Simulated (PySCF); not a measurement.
C2H11ClOSi4

| atom | x (Å) | y (Å) | z (Å) |
| --- | --- | --- | --- |
| C | 0.9876 | -2.5525 | -1.6976 |
| Si | -0.4595 | -1.3373 | -1.5335 |
| Si | 0.2412 | 0.6126 | -0.4325 |
| Si | 1.3623 | 0.2134 | 1.5889 |
| Cl | 3.0839 | -0.7743 | 0.9943 |
| Si | -1.4818 | 2.1025 | 0.0235 |
| C | -1.5396 | 2.0281 | 1.9419 |
| O | -0.7174 | 1.4286 | 2.5972 |
| H | 1.7351 | -2.1766 | -2.3905 |
| H | 0.6644 | -3.5250 | -2.0584 |
| H | 1.4823 | -2.7019 | -0.7419 |
| H | -1.5435 | -1.9968 | -0.7864 |
| H | -1.0010 | -1.0770 | -2.8765 |
| H | 1.1451 | 1.3454 | -1.3554 |
| H | 0.7380 | -0.7735 | 2.4630 |
| H | 1.9049 | 1.3399 | 2.3402 |
| H | -1.3942 | 3.5478 | -0.2202 |
| H | -2.8607 | 1.7614 | -0.3458 |
| H | -2.3568 | 2.5446 | 2.4821 |

Geometry: GFN2-xTB.

Level of theory: PBE0/pcSseg-1, SCF density, gas phase, non-relativistic in PySCF 2.14.0.

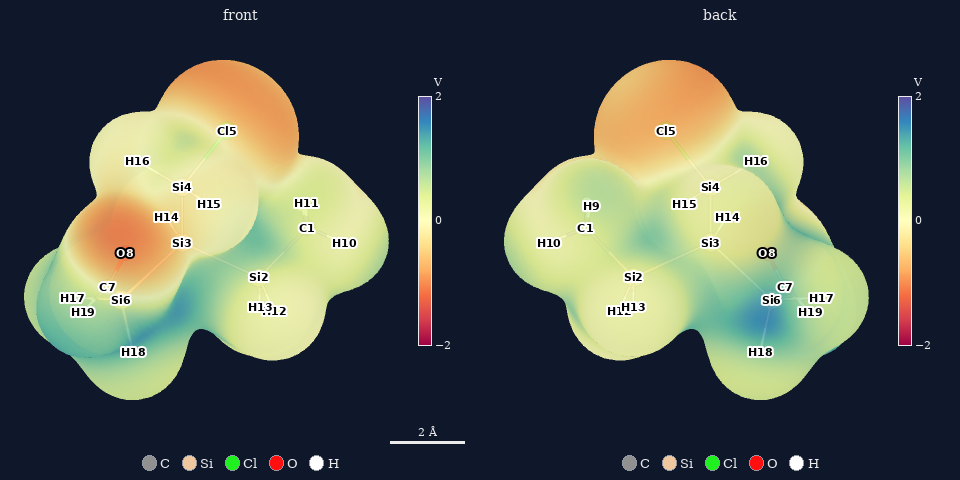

Figure 1. The electrostatic potential painted on the density surface at 0.002 e/bohr³, seen from the front and from behind; the colour scale runs from red (negative) to blue (positive).

Q: Where is the surface potential most negative and most positive?

A: The most negative region (about −1.1 V) lies over O8, the most positive (about +1.5 V) over Si6. O8 is the likeliest acceptor of a hydrogen bond.

Q: What dipole moment does the calculation give?

A: Its dipole moment is 3.69 D.

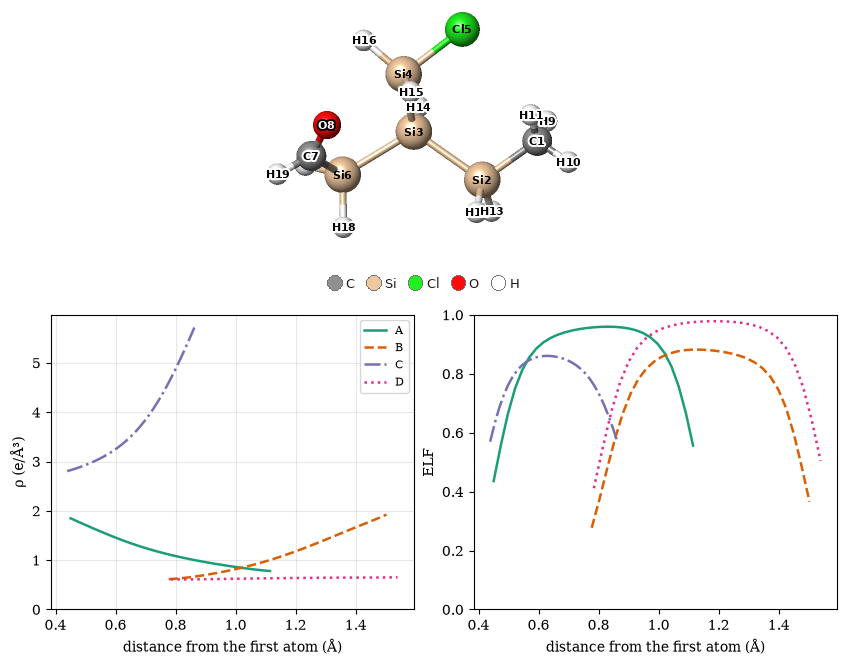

Figure 2. Electron density and ELF along straight lines between neighbouring atoms. The curves leave out the atomic cores. The structure is drawn too.

Q: Which curve belongs to which contact (C–O, C–Si, Si–Cl and Si–Si)? The first atom named is at distance zero.

A: Curve A: C–Si (1.90 Å): ρ is about 0.91 e/Å³ halfway; the ELF peaks at about 0.95 between the atoms: localised, covalent bonding. Curve B: Si–Cl (2.07 Å): the density is about 0.87 e/Å³ at the midpoint; the ELF peaks at about 0.90 between the atoms: a polar covalent bond. Curve C: C–O (1.21 Å): ρ is about 3.3 e/Å³ halfway; the ELF peaks at about 0.85 between the atoms; a short, multiple covalent bond. Curve D: Si–Si (2.32 Å): the density is about 0.64 e/Å³ at the midpoint; the ELF peaks at about 1 between the atoms; a covalent bond.
